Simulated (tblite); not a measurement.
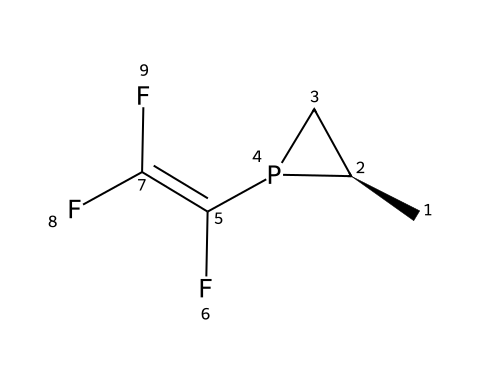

Skeletal drawing with numbered atoms; wedges and dashes mark any stereocentres. The configuration is that of a computed structure (GFN2-xTB).

> What are the Cahn–Ingold–Prelog descriptors?

C2: R.
